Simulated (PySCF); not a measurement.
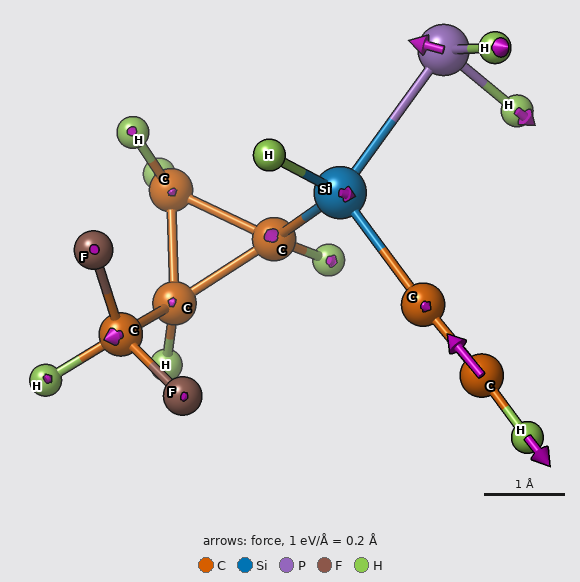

Starting geometry of C$_{6}$H$_{9}$F$_{2}$PSi with the computed forces as purple arrows. A ball-and-stick model, seen from a free direction.

The start comes from GFN2-xTB. Its atoms were then displaced at random by about 0.01 Å.

Method: PBE0-D3(BJ)/def2-SVP geometry optimisation, gas phase in PySCF 2.14.0, density-fitted response routines. 

Is this structure relaxed? If not, where do the atoms go?

It isn't relaxed: the largest force vector, on a C atom, is 3.71 eV/Å. The final displacements have little in common with the starting forces (cosine between the two patterns 0.04). An F atom moves most after the best rigid fit: 0.83 Å. Largest moves by element: F 0.83 Å, H 0.66 Å, C 0.51 Å, P 0.37 Å, Si 0.20 Å. Among the contacts that change: H–P 1.360 → 1.429 Å, C–H 1.021 → 1.075 Å, P–Si 2.300 → 2.270 Å, C–Si 1.859 → 1.833 Å. Bond angles that change, for instance: C–Si–C 106.9° → 111.6°, Si–C–C 122.4° → 126.6°, C–Si–H 116.2° → 112.2°. Groups turn about C–C by about 20°, C–Si by about 20°. The energy falls by 30.7 kJ/mol in 21 geometry steps.
